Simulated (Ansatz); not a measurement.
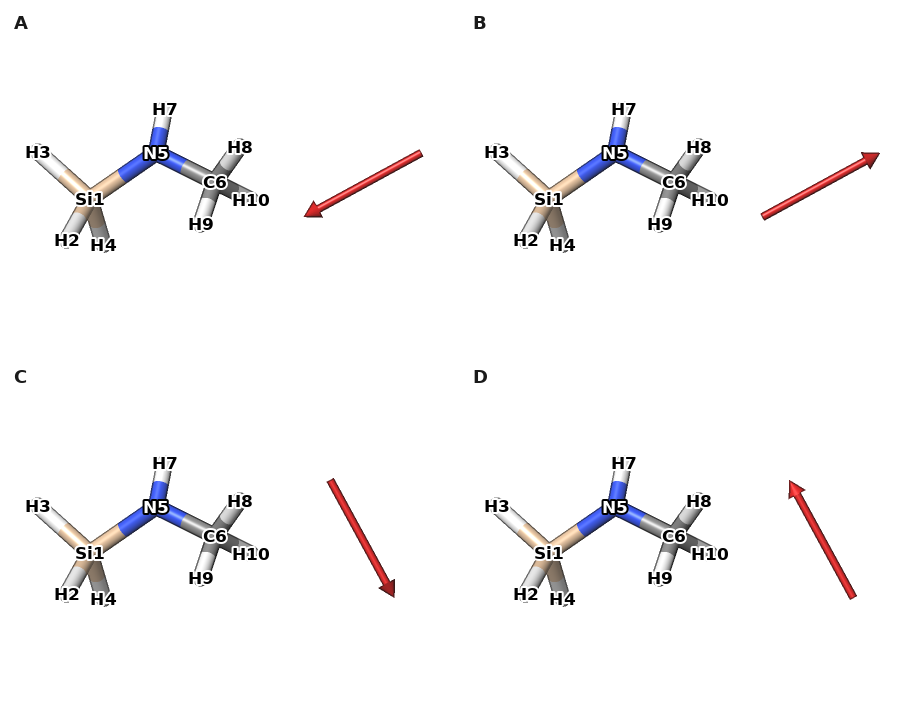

The same molecule four times, each with an arrow. The computed structure is the end point of a PBE0-D4/def2-TZVP optimisation. Level of theory: RKS PBE0-D4/def2-TZVP (Ansatz 0.2.0).

Which arrow points along the dipole moment, from the negative to the positive end?

Answer. B. The dipole moment is 1.28 D; it points from the side of H2 to the side of H8 (the outermost atoms at the two ends).
